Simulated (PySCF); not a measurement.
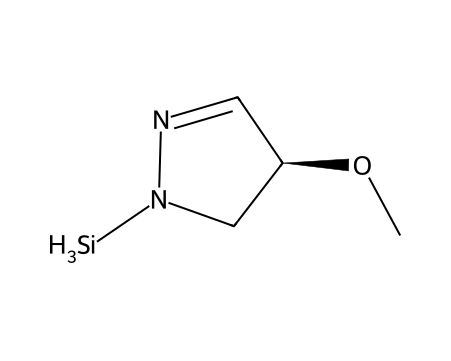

Computed geometry: GFN2-xTB optimisation. No frequency run is at hand to confirm it as a minimum. Method: PBE0/pcSseg-1, gas phase (PySCF 2.14.0).

Computed properties:

The species is C₄H₁₀N₂OSi (`CO[C@@H]1C=NN([SiH3])C1`).
- dipole moment: 2.87 D
- HOMO energy (Kohn–Sham orbital): −6.18 eV
- LUMO energy (Kohn–Sham orbital): 0.16 eV
- HOMO–LUMO gap: 6.34 eV

The geometry is semi-empirical. Around Si such bond lengths and angles can be off by a tenth of an ångström or more and by several degrees, and values that hang on the shape move with them.
